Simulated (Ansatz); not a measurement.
**H₂O₂ (triplet): wave-function methods side by side, def2-QZVPP**

How much of the correlation energy of H₂O₂ (triplet) does each wave-function method recover here?

Program: Ansatz 0.2.0, Gaussian basis. Level of theory: def2-QZVPP, core rule «outside noble gas», up to 2 orbitals frozen. These are calculated values, not measurements.

The runs, in order: UHF; ROHF; CCSD(T) on UHF.

2 further runs of the same task are left out: 2 set aside as unsound or not needed. Runs told in other sessions of the task aren't counted.

### 1 The system

The geometry is a PBE0/def2-TZVP stationary point (not a proven minimum).

4 atoms, charge 0, spin multiplicity 3.

Atoms are counted from 1 here; the program's logs count them from 0.

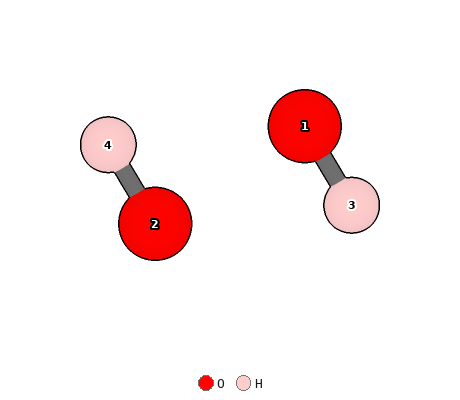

The geometry (oxygen red, hydrogen pink); atoms are numbered from 1 in the order of the file.

In the tables R marks a restricted open-shell determinant and U an unrestricted one; energies count from the table's Hartree-Fock row.

### 2 UHF

in.yaml

```yaml
crystal:
  periodic: [false, false, false]
  atoms:
    - {symbol: O, position_ang: [0.000000, -0.114833, 0.934723]}
    - {symbol: O, position_ang: [0.000000, 0.114833, -0.934723]}
    - {symbol: H, position_ang: [0.000000, 0.851694, 1.008223]}
    - {symbol: H, position_ang: [0.000000, -0.851694, -1.008223]}
basis:
  gaussian: {orbitals: "def2-QZVPP.json"}
magnetization: {spin_polarized: true, initial_magnetization: 2}
hamiltonian: {xc: hf}
output: {orbitals: {seedname: orbitals}}
```

The run is started by

```console
> ansatz run in.yaml --threads 1 --pin off --events-out ev --progress --plain --max-ram 2393MiB
```

What it wrote:

```text
Functional definition: HF
  name "HF"
  cite "Fock, Z. Phys. 61, 126 (1930) doi:10.1007/BF01340294"
  parent pbe
  exchange = exact_x
  correlation = 0
586 factors; their error is unknown
mean field evaluation 1: about -4101.1329 eV, gradient 1.7e1 eV
mean field evaluation 2: about -4102.2948 eV, gradient 7.9e0 eV
mean field evaluation 4: about -4102.5790 eV, gradient 7.9e-1 eV
mean field evaluation 8: about -4102.6097 eV, gradient 2.5e-1 eV
mean field evaluation 16: about -4102.6100 eV, gradient 2.4e-4 eV
mean field evaluation 32: about -4104.0759 eV, gradient 2.6e-5 eV
mean field evaluation 64: about -4103.9170 eV, gradient 7.5e-1 eV
mean field evaluation 96: about -4103.5913 eV, gradient 1.2e-1 eV
mean field evaluation 128: about -4102.6100 eV, gradient 1.6e-3 eV
mean field -4104.07592948 eV, -150.8220085660 hartree, gradient 1.0e-5 eV, S^2 2.022010; 5 other end points of the search recorded, 0 dependent functions left out
reference -4104.07592948 eV, -150.8220085660 hartree; 10, 8 occupied and 164, 166 virtual orbitals, 586 factors
Total energy: -4104.07592948 eV, -150.8220085660 hartree
```

Wall time 7.5 s (1 thread of Arm Neoverse V2, shared host); peak memory 0.25 GiB.

From the report: ⟨S²⟩ of the determinant 2.022 (pure triplet: 2.00).

### 3 ROHF

Changes to in.yaml since step 2:

```diff
@@ -9,3 +9,3 @@
   gaussian: {orbitals: "def2-QZVPP.json"}
-magnetization: {spin_polarized: true, initial_magnetization: 2}
+magnetization: {spin_polarized: false, initial_magnetization: 2}
 hamiltonian: {xc: hf}
```

Launched as before.

What it wrote:

```text
Functional definition: HF
  name "HF"
  cite "Fock, Z. Phys. 61, 126 (1930) doi:10.1007/BF01340294"
  parent pbe
  exchange = exact_x
  correlation = 0
586 factors; their error is unknown
mean field evaluation 1: about -4100.8114 eV, gradient 2.0e1 eV
mean field evaluation 2: about -4101.5338 eV, gradient 8.4e0 eV
mean field evaluation 4: about -4101.6651 eV, gradient 3.1e-1 eV
mean field evaluation 8: about -4101.6876 eV, gradient 7.0e-3 eV
mean field evaluation 16: about -4101.6876 eV, gradient 8.3e-7 eV
mean field evaluation 32: about -4100.8114 eV, gradient 2.0e1 eV
mean field evaluation 64: about -4103.6722 eV, gradient 1.4e-1 eV
mean field evaluation 96: about -4103.3737 eV, gradient 8.5e-1 eV
mean field -4103.73251080 eV, -150.8093881622 hartree, gradient 3.9e-6 eV, S^2 2.000000; 5 other end points of the search recorded, 0 dependent functions left out
reference -4103.73251080 eV, -150.8093881622 hartree; 10, 8 occupied and 164, 166 virtual orbitals, 586 factors
Total energy: -4103.73251080 eV, -150.8093881622 hartree
```

Wall time 6 s (1 thread of Arm Neoverse V2, shared host); peak memory 0.25 GiB.

### 4 CCSD(T) on UHF

Changes to in.yaml since step 3:

```diff
@@ -9,4 +9,3 @@
   gaussian: {orbitals: "def2-QZVPP.json"}
-magnetization: {spin_polarized: false, initial_magnetization: 2}
-hamiltonian: {xc: hf}
-output: {orbitals: {seedname: orbitals}}
+magnetization: {spin_polarized: true, initial_magnetization: 2}
+correlation: {method: ccsd_t, electrons: outside_noble_gas}
```

The run is started by

```console
> ansatz run in.yaml --threads 4 --pin off --events-out ev --progress --plain --max-ram 9574MiB
```

What it wrote, shortened:

```text
Functional definition: HF
  name "HF"
  cite "Fock, Z. Phys. 61, 126 (1930) doi:10.1007/BF01340294"
  parent pbe
[...]
1082 factors; integrals over basis functions are off by at most 1.9e-3 eV
[...]
mean field -4104.07600348 eV, -150.8220112854 hartree, gradient 1.6e-6 eV, S^2 2.022010; 14 other end points of the search recorded, 0 dependent functions left out
determinant -4104.07600348 eV, -150.8220112854 hartree, with singles and doubles -4117.26705388 eV, -151.3067734462 hartree
determinant -4103.59139364 eV, -150.8042022022 hartree, with singles and doubles -4116.38118398 eV, -151.2742183279 hartree
determinant -4102.61002643 eV, -150.7681376223 hartree, with singles and doubles -4117.28407940 eV, -151.3073991227 hartree
determinant -4102.37636057 eV, -150.7595505605 hartree, with singles and doubles -4115.03107614 eV, -151.2246027799 hartree
[...]
determinant -4103.59139364 eV, -150.8042022022 hartree, with singles and doubles -4116.21646379 eV, -151.2681649725 hartree
determinant -4102.61002643 eV, -150.7681376223 hartree, with singles and doubles -4117.11141024 eV, -151.3010536481 hartree
determinant -4104.07600348 eV, -150.8220112854 hartree, with singles and doubles -4117.16971762 eV, -151.3031964045 hartree
determinant -4102.61002643 eV, -150.7681376223 hartree, with singles and doubles -4117.11232409 eV, -151.3010872314 hartree
2 core orbitals not correlated: weight in the atoms' cores, before any rotation towards them, 1.000 or more for the frozen orbitals, at most 0.000 for the correlated occupied ones
reference -4104.07600348 eV, -150.8220112854 hartree; 8, 6 occupied and 164, 166 virtual orbitals, 1082 factors
second order -12.31104384 eV of doubles, -0.00000000 eV of singles
cycle   1  -13.09371328 eV  change    8.5e-7 eV  update   2.3e-6
perturbative correction -0.53092474 eV, -0.0195111244 hartree
Total energy: -4117.70064150 eV, -151.3227074975 hartree
```

Wall time 2.4 min (4 threads of Arm Neoverse V2, shared host); peak memory 4 GiB.

From the report: ⟨S²⟩ of the determinant 2.022 (pure triplet: 2.00); correlation -13.6246 eV; T1 0.048; largest double amplitude 0.10.

### 5 The ladder

No level here is safe as a reference; UCCSD(T) serves as a yardstick only. Rows without a time are mean-field rows or come out of runs for another level: lower rungs of the coupled-cluster runs, or the Hartree-Fock search.

| method | energy from the lowest ROHF (meV) | from UCCSD(T) (meV) | time |
| --- | --- | --- | --- |
| ROHF | 0.0 | +13968.1 |  |
| UHF | -343.5 | +13624.6 |  |
| UMP2 | -12654.5 | +1313.6 |  |
| UCCSD | -13437.2 | +530.9 |  |
| UCCSD(T) | -13968.1 | 0 | 2.4 min |

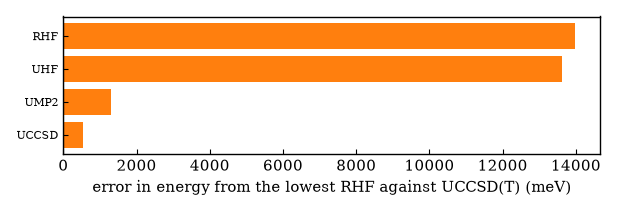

Error of each method against UCCSD(T).

### 6 Outcome

| quantity | value |
| --- | --- |
| UCCSD(T) from the ROHF energy | -13.9681 eV |
| UMP2 from UCCSD(T) | +1313.6 meV |
